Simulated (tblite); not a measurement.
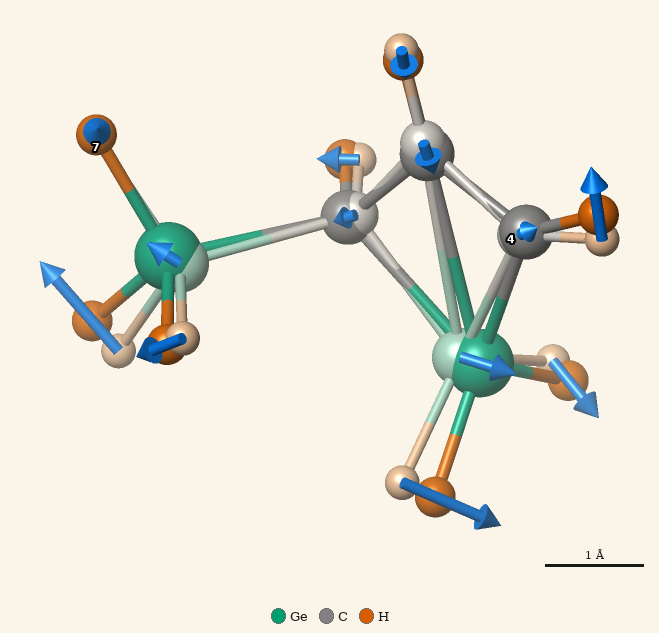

This is a relaxation of C3H8Ge2. The starting structure is drawn faded, the final one solid; blue arrows show the displacements, magnified 3 times. The two geometries are superimposed by the best rigid fit.

The picture is a ball-and-stick view, seen at a tilt.

Method: tblite 0.8.0, GFN2-xTB geometry optimisation, gas phase. 

**Which element moves most?**

Hydrogen: up to 0.41 Å, against 0.20 Å for germanium.

**Describe the change and its energy.**

Over 87 geometry steps the energy falls by 23.4 kcal/mol. The largest move after the best rigid fit is that of an H atom, 0.41 Å. Largest moves by element: H 0.41 Å, Ge 0.20 Å, C 0.14 Å. Among the contacts that change: C–Ge 1.819 → 2.017 Å, C–Ge 2.507 → 2.434 Å, Ge–H 1.558 → 1.500 Å, C–C 1.378 → 1.336 Å. Among the angles between lasting bonds that change: H–Ge–H 122.0° → 107.6°, C–C–C 95.9° → 109.0°, C–C–Ge 97.1° → 86.3°. The run took 0.43 s on 1 thread of Intel(R) Xeon(R) Platinum 8488C, on a shared host.
